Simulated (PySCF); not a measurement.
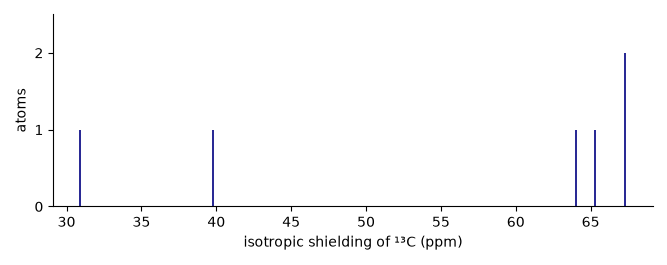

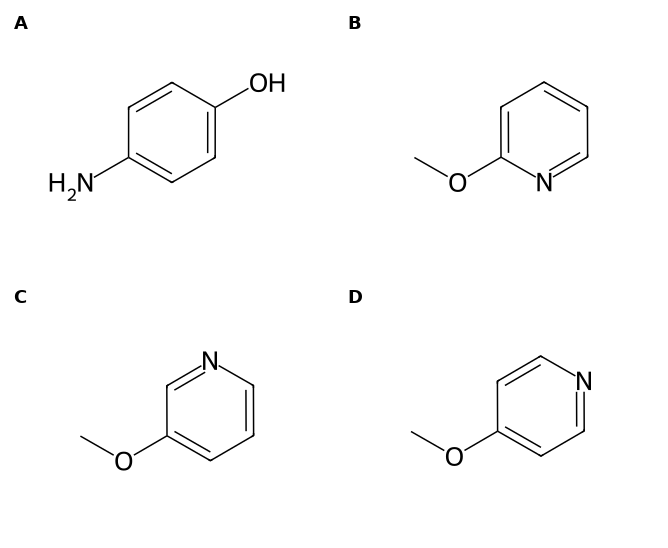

The sticks are computed shieldings of one of the molecules, for one fixed geometry (PBE0-D3(BJ)/def2-SVP) without averaging over rotations. Low shielding means a high chemical shift. Method: GIAO PBE0/pcSseg-1 NMR shielding, non-relativistic, gas phase (PySCF 2.14.0).

Question: Which molecule gives this pattern?

Answer: A, `Nc1ccc(O)cc1`. Its 6 C atoms give lines at 30.9, 39.8, 64.0, 65.3, 67.3 (2 atoms) ppm.
